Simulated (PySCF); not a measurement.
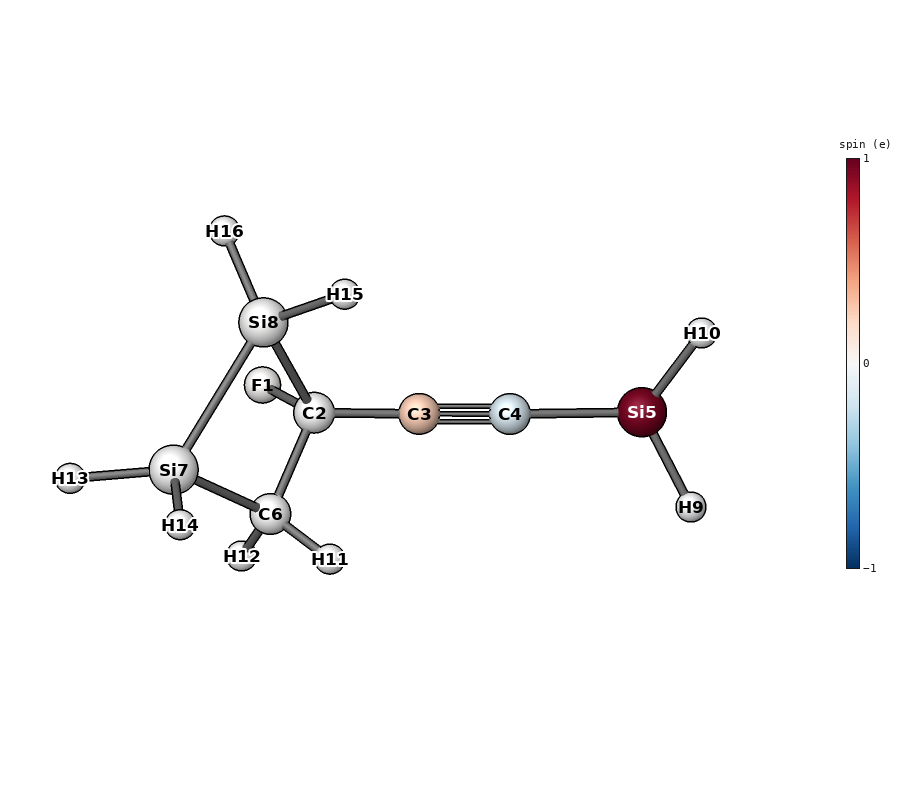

Atoms are coloured by their Mulliken spin populations. The species is neutral and a spin doublet. The computed structure is the end point of a GFN2-xTB optimisation. No frequency run is at hand to confirm it as a minimum. Properties computed with UKS B3LYP, pcH-1 on C F H Si, non-relativistic (PySCF 2.14.0).

Which atom carries the largest spin population?

Si5 (0.95 e).

Which atom has the lowest spin population?

C4 (−0.16 e); a negative value comes from spin polarisation.

Give the Mulliken spin populations atom by atom.

| atom | value (e) |
| --- | --- |
| F1 | 0.01 |
| C2 | −0.01 |
| C3 | 0.25 |
| C4 | −0.16 |
| Si5 | 0.95 |
| C6 | 0.00 |
| Si7 | 0.00 |
| Si8 | 0.00 |
| H9 | −0.03 |
| H10 | −0.03 |
| H11 | 0.00 |
| H12 | 0.00 |
| H13 | 0.00 |
| H14 | 0.00 |
| H15 | 0.00 |
| H16 | 0.00 |

Mulliken values depend strongly on the basis set. The geometry is semi-empirical. Around Si such bond lengths and angles can be off by a tenth of an ångström or more and by several degrees, and values that hang on the shape move with them.
